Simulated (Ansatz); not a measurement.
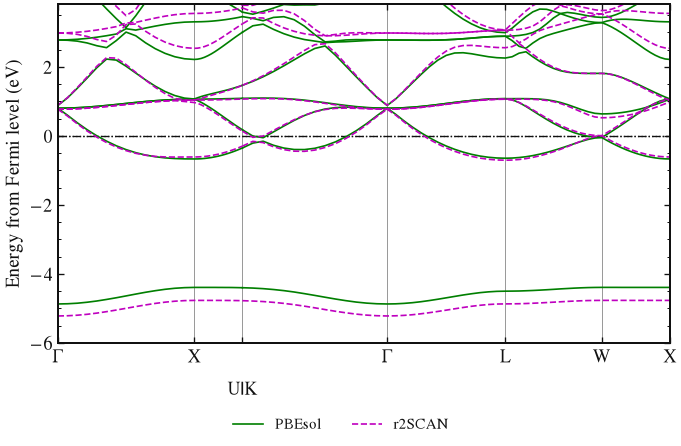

Band structures of Rb₂Hg, space group Fm-3m, 3 atoms in the cell, by two methods on the same cell. Each is counted from its own Fermi level.

**How do the methods compare?**

Both give a metal. The 4 bands that come within 1 eV of the Fermi level differ by 0.04 eV on average and by 0.30 eV at most (at L).

Settings. PBEsol: DFT PBEsol, scalar-relativistic, plane waves, PAW, no spin polarisation, 10×10×10 k mesh, 420 eV cutoff (Ansatz). r2SCAN: DFT r2SCAN, scalar-relativistic, plane waves, PAW, no spin polarisation, 10×10×10 k mesh, 500 eV cutoff, Gaussian smearing of 0.1 eV (Ansatz).

The structure is an invented one, so it need not be a known or stable phase. Spin-orbit coupling is left out, which matters for Hg.
